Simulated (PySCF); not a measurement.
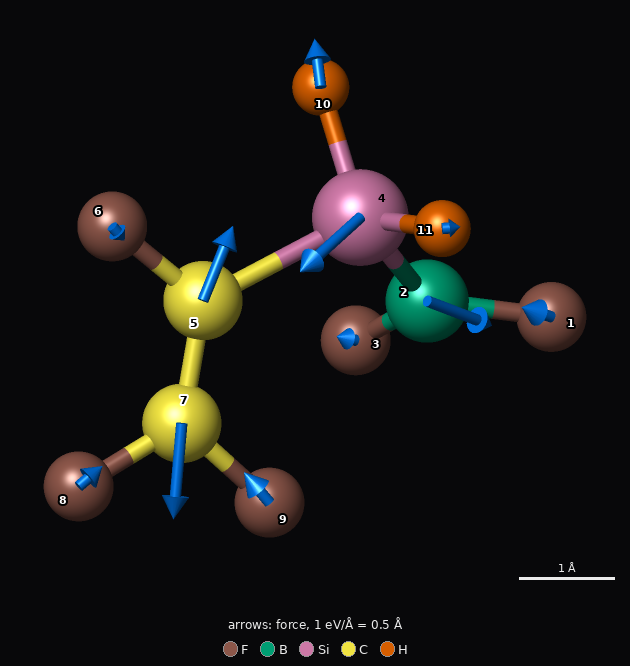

Starting geometry of C2H2BF5Si with the computed forces as blue arrows. Style: ball-and-stick. Shown from a free direction.

The start comes from GFN2-xTB. Its atoms were then displaced at random by about 0.01 Å.

Computed with PBE0-D3(BJ)/def2-SVP geometry optimisation, gas phase in PySCF 2.14.0, density-fitted response routines. 

### What follows when this structure is relaxed?

It isn't relaxed: the largest force vector, on Si4, is 2.25 eV/Å. The final displacements have little in common with the starting forces (cosine between the two patterns 0.24). The atom that moves furthest after the best rigid fit is F1 (0.19 Å). Largest moves by element: F 0.19 Å, H 0.15 Å, Si 0.08 Å, C 0.06 Å, B 0.06 Å. Near-neighbour distances that change, for instance: Si4–C5 1.948 → 1.884 Å, B2–Si4 1.978 → 2.033 Å, Si4–H10 1.440 → 1.493 Å, F1–B2 1.340 → 1.317 Å. Among the angles between lasting bonds that change: C5–Si4–H11 103.7° → 111.0°, B2–Si4–H10 116.5° → 110.3°, C5–Si4–H10 102.0° → 106.8°. The energy falls by 0.204 eV in 16 geometry steps. Cost: 4.1 min on 1 thread of Arm Neoverse N1 (shared host).
